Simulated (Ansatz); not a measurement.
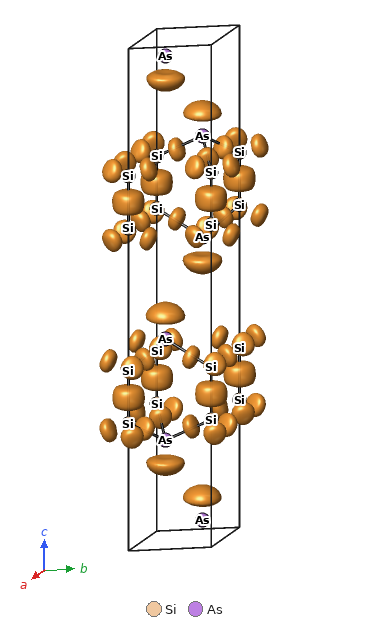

Figure 1: Si2As3. Isosurface of the ELF at 0.8 (orange), seen slightly off an axis. Only the valence region is drawn (cores and ρ < 0.01 e/Å³ removed). Sticks mark near contacts.

Space group P-3m1; a generated structure, not necessarily the stable one.

All numbers below come from DFT PBE, scalar-relativistic, plane waves, PAW (Ansatz).

In a PAW calculation such maps are meaningful between the atoms, not at the nuclei.

> Describe the localisation domains.

The ELF exceeds this value in twelve regions between bonded As–Si atoms (shared pairs), two regions between bonded Si–Si atoms (shared pairs) and six lobes on As, pointing away from the bonds (lone pairs), counted in one cell of 10 atoms. Any copies at cell faces, edges or corners count once.

Values along the shortest contacts:
Si–Si (2.36 Å): the ELF peaks at about 0.95 between the atoms: a shared electron pair. Si–As (2.40 Å): the ELF peaks at about 0.90 between the atoms: a covalent bond.
